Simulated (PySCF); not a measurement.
Molecule: C₆H₆ClN, SMILES Nc1cccc(Cl)c1.

```xyz
14

N      2.1633    -0.6083    -0.0342
C      0.8057    -0.3849     0.0061
C      0.2763     0.9034    -0.1913
C     -1.0982     1.1071    -0.1938
C     -1.9899     0.0528    -0.0020
C     -1.4585    -1.2205     0.1935
Cl    -2.5304    -2.5635     0.4398
C     -0.0875    -1.4521     0.2008
H      2.7640     0.1903     0.1160
H      2.5028    -1.4619     0.3869
H      0.9556     1.7452    -0.3476
H     -1.4881     2.1162    -0.3483
H     -3.0690     0.2057    -0.0017
H      0.2860    -2.4662     0.3547
```

GIAO shifts, PBE0/cc-pVTZ with PySCF, at a PBE0-D3(BJ)/def2-SVP geometry (no frequency check), against NH₃ for ¹⁵N computed at the same level (¹⁵N: a single molecule, while the usual scales start at liquid NH₃ or nitromethane; multiply bonded nitrogen can come out tens of ppm too deshielded). Gas phase, fully decoupled, line heights follow the number of nuclei, widths are arbitrary (no quadrupolar broadening); values of one conformer, averaged over methyl-type rotors and exact or near symmetry.

### Which ¹⁵N signals does it give?

1 signal.


| δ (ppm) | nuclei | atoms |
| --- | --- | --- |
| 74.5 | 1 | N1 |

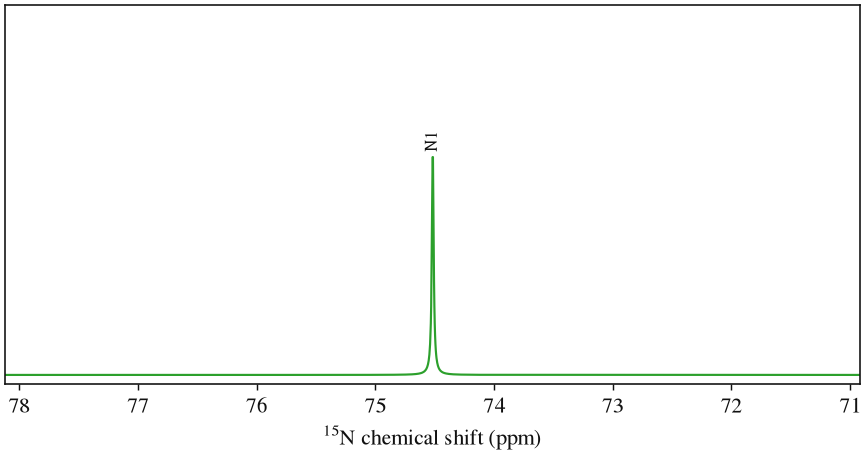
